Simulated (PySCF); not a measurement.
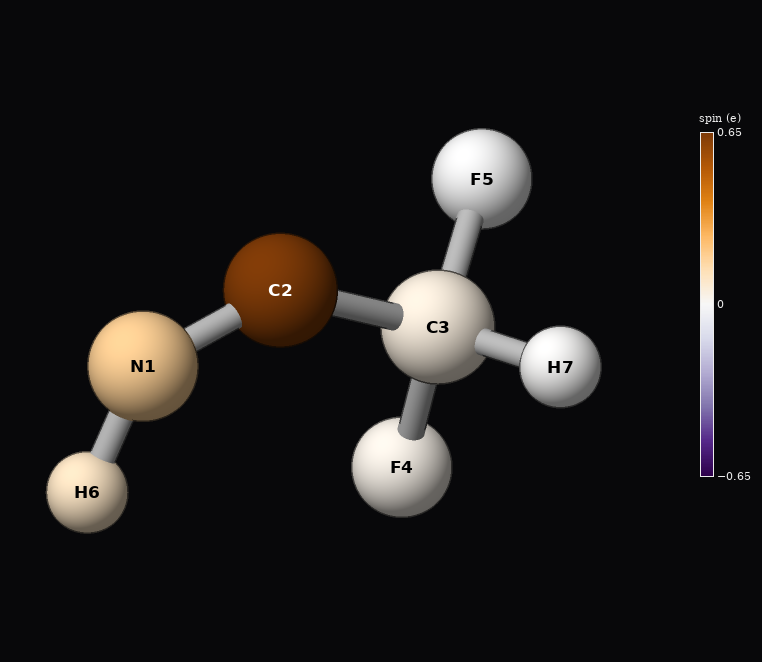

Atoms are coloured by their Mulliken spin populations. Charge 0, doublet. Computed geometry: GFN2-xTB optimisation. No frequency run is at hand to confirm it as a minimum. Properties computed with UKS B3LYP, pcH-1 on C F H N, non-relativistic (PySCF 2.14.0).

Which atom carries the largest spin population?

Answer. C2 (0.65 e).

Which atom has the lowest spin population?

Answer. F5, H7 (0.00 e).

Give the Mulliken spin populations atom by atom.

```
atom  value (e)
  N1       0.18
  C2       0.65
  C3       0.05
  F4       0.03
  F5       0.00
  H6       0.10
  H7       0.00
```

Mulliken values depend strongly on the basis set.
